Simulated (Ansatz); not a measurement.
## What a tighter setting buys: kpoints.mp_grid.grid, ZrSi₂ (Cmcm, 6 atoms in the cell)

```yaml
crystal:
  lattice:
    - [1.82885, -7.38352, 0.00000]
    - [1.82885, 7.38352, 0.00000]
    - [0.00000, 0.00000, 3.64754]
  atoms:
    - { symbol: Zr, position: [0.89409, 0.10591, 0.75000] }
    - { symbol: Zr, position: [0.10591, 0.89409, 0.25000] }
    - { symbol: Si, position: [0.44854, 0.55146, 0.25000] }
    - { symbol: Si, position: [0.55146, 0.44854, 0.75000] }
    - { symbol: Si, position: [0.25025, 0.74975, 0.75000] }
    - { symbol: Si, position: [0.74975, 0.25025, 0.25000] }
```

Computed with LDA (PW92), PAW files made with PBE (plane waves; Ansatz, a program for electronic structure).

Base settings: kpoints.mp_grid.grid = 8 8 7; hamiltonian.xc = lda; hamiltonian.pseudopotentials = {kind: paw} (the program's default PAW files); scf.occupations.method = methfessel_paxton; scf.occupations.width = 0.136 eV.

Misses are taken against the tightest run, 23 23 22, which need not be fully converged itself. The energy is the free energy per atom.

The count of work is k-points × plane waves × bands × iterations; it is no time, and leaves out set-up, grids and terms that scale otherwise. Core times come from one kind of shared machine and are given to one figure; runs under 30 s give none.

The starting cell comes from a database of computed structures (which also holds hypothetical and non-ambient phases and stackings), without a prior relaxation at this level. Its lattice was rescaled by a random factor within 2.5 % of one. Ansatz's pressure includes its estimate of the finite-basis (Pulay) stress.

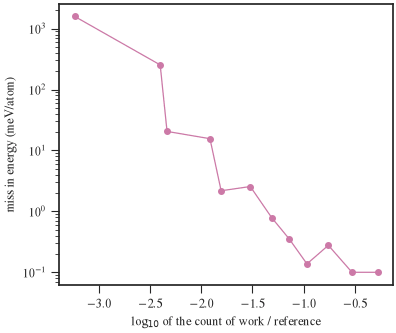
Figure: Miss against the count of work; the reference run is not drawn, and misses under 0.1 meV/atom are drawn there.

| kpoints.mp_grid.grid | energy less reference (meV/atom) | pressure less reference (GPa) | largest difference in the force on any atom (eV/Å) | count of work / reference | core time / reference (rough) |
|---|---|---|---|---|---|
| 1 1 1 | 1591.88 | 17.32 | 5.781 | 0.00058 | – |
| 2 2 2 | 254.10 | 1.33 | 0.373 | 0.0040 | – |
| 3 3 3 | 20.55 | 0.82 | 0.234 | 0.0046 | – |
| 4 4 4 | 15.61 | 0.27 | 0.049 | 0.012 | – |
| 5 5 5 | 2.18 | 0.24 | 0.074 | 0.016 | – |
| 6 6 6 | 2.56 | 0.18 | 0.023 | 0.030 | – |
| 8 8 7 | 0.79 | 0.07 | 0.022 | 0.049 | – |
| 9 9 9 | -0.35 | 0.03 | 0.019 | 0.072 | – |
| 10 10 10 | -0.14 | 0.02 | 0.014 | 0.11 | – |
| 12 12 12 | 0.28 | 0.01 | 0.007 | 0.17 | – |
| 15 15 14 | 0.09 | -0.01 | 0.003 | 0.30 | 0.3 |
| 18 18 18 | 0.01 | 0.00 | 0.004 | 0.53 | 0.5 |
| 23 23 22 | 0.00 | 0.00 | 0.000 | 1.0 | 1 |

Coarsest setting among those run that, with all tighter ones, holds the energy within 10 meV/atom of the reference: 5 5 5, off by 2.2 meV/atom; it needs 0.016 of the reference's count of work.

The step from 4 4 4 to 9 9 9: it takes the miss in the energy from 16 to 0.35 meV/atom, for 6.0 times the count of work.

Keys are those of Ansatz 0.2.
